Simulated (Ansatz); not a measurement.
**CuC18 (slab): density, localisation and related maps**

Input file:

```
crystal:
  lattice:
    - [7.398, 0.0, 0.0]
    - [-3.699, 6.406856, 0.0]
    - [0.0, 0.0, 13.0]
  atoms:
    - { symbol: C, position: [0.0, 0.0, 0.0769231] }
    - { symbol: C, position: [0.2222222, 0.1111111, 0.0769231] }
    - { symbol: C, position: [0.0, 0.3333333, 0.0769231] }
    - { symbol: C, position: [0.2222222, 0.4444444, 0.0769231] }
    - { symbol: C, position: [0.0, 0.6666667, 0.0769231] }
    - { symbol: C, position: [0.2222222, 0.7777778, 0.0769231] }
    - { symbol: C, position: [0.3333333, 0.0, 0.0769231] }
    - { symbol: C, position: [0.5555556, 0.1111111, 0.0769231] }
    - { symbol: C, position: [0.3333333, 0.3333333, 0.0769231] }
    - { symbol: C, position: [0.5555556, 0.4444444, 0.0769231] }
    - { symbol: C, position: [0.3333333, 0.6666667, 0.0769231] }
    - { symbol: C, position: [0.5555556, 0.7777778, 0.0769231] }
    - { symbol: C, position: [0.6666667, 0.0, 0.0769231] }
    - { symbol: C, position: [0.8888889, 0.1111111, 0.0769231] }
    - { symbol: C, position: [0.6666667, 0.3333333, 0.0769231] }
    - { symbol: C, position: [0.8888889, 0.4444444, 0.0769231] }
    - { symbol: C, position: [0.6666667, 0.6666667, 0.0769231] }
    - { symbol: C, position: [0.8888889, 0.7777778, 0.0769231] }
    - { symbol: Cu, position: [0.8339301, 0.0250846, 0.2353846], spin: 1.0 }
magnetization:
  spin_polarized: true
basis:
  ecutwfc: 420.0
kpoints:
  mp_grid: { grid: [2, 2, 1] }
hamiltonian:
  xc: pbe
scf:
  occupations: { method: gaussian, width: 0.02 }
  lower_state_search: "off"
relax:
  f_tol: 0.03
  max_steps: 60
  adjacent_minimum: "off"
output:
  write_density: true
  write_potential: true
  elf: true
  volumetric_format: npy
```

Run with:

```sh
ansatz run input.yaml --threads 2 --pin off --max-ram 5120MiB --backend cpu --events-out ev --progress --plain --runs-dir out
```

The fields are those of the relaxed geometry.

Spin-polarised.

These are results of DFT PBE, scalar-relativistic, plane waves, PAW in Ansatz 0.2.0, not measurements.

The density is the valence pseudo-density of a PAW calculation; it isn't the true density close to the nuclei.

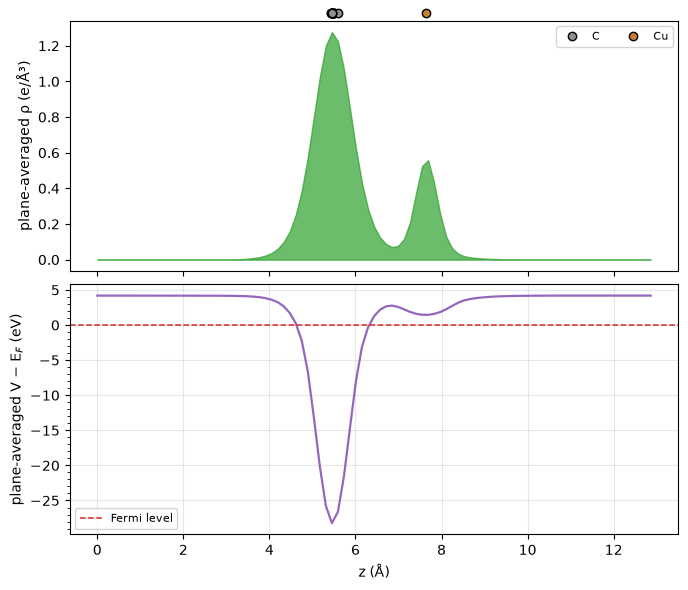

Figure 1. Plane average of the electrostatic potential (local pseudopotential plus Hartree) felt by an electron and of the valence pseudo-density across the slab. Circles mark the heights of the atoms.

How far above the Fermi level of the calculation is the vacuum level?

4.2 eV.

How thick is the slab, and how wide the vacuum?

The outermost nuclei are 2.2 Å apart, in 2 atomic planes; the vacuum between periodic images is 10.8 Å wide.

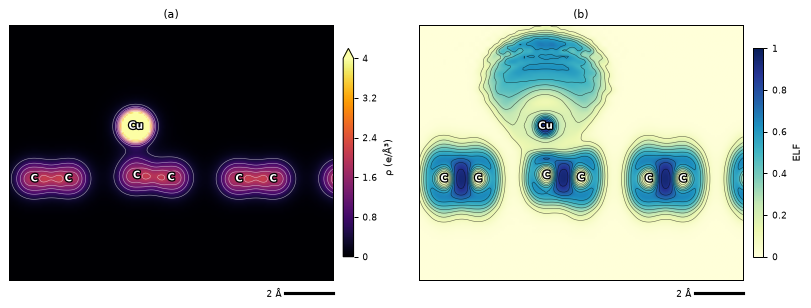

Figure 2. (a) valence charge density (pseudo); (b) ELF on the (110) plane of the calculation cell, a cut from vacuum to vacuum.

Read the bonding off the picture.

- The plane passes through C and Cu nuclei.
- C–C (1.44 Å): ρ at the midpoint is about 2 e/Å³; the ELF peaks at about 0.95 between the atoms, as expected for localised, covalent bonding.
- Cu–C (2.05 Å): the density is about 0.59 e/Å³ at the midpoint; the ELF peaks at about 0.70 in the valence shell of C, 0.7 Å from its nucleus, and is about 0.30 at the midpoint.
- The density dies away to nearly zero in the vacuum.
- The features right at Cu lie inside the PAW spheres, where the map follows smoothed inner orbitals and isn't to be read closely.

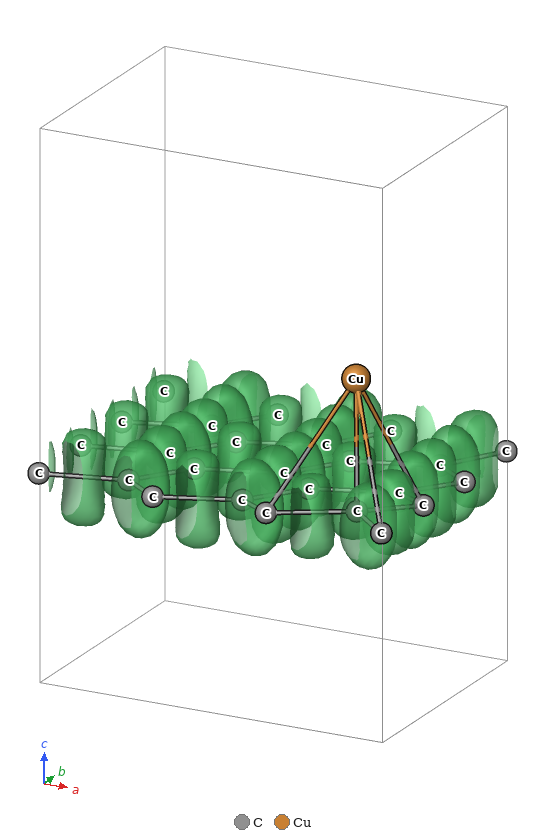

Figure 3. Isosurface of the electron localisation function at 0.75 (green), seen slightly off an axis. Core shells and regions of very low density are left out. Sticks mark near contacts.

Describe the localisation domains.

At this value the surface marks out 27 regions between bonded C–C atoms (shared pairs), counted in one cell of 19 atoms. Counts are for one cell; the picture repeats the cell along the surface. Profiles from the grid: C–C (1.42 Å): the ELF peaks at about 0.95 between the atoms; localised, covalent bonding.
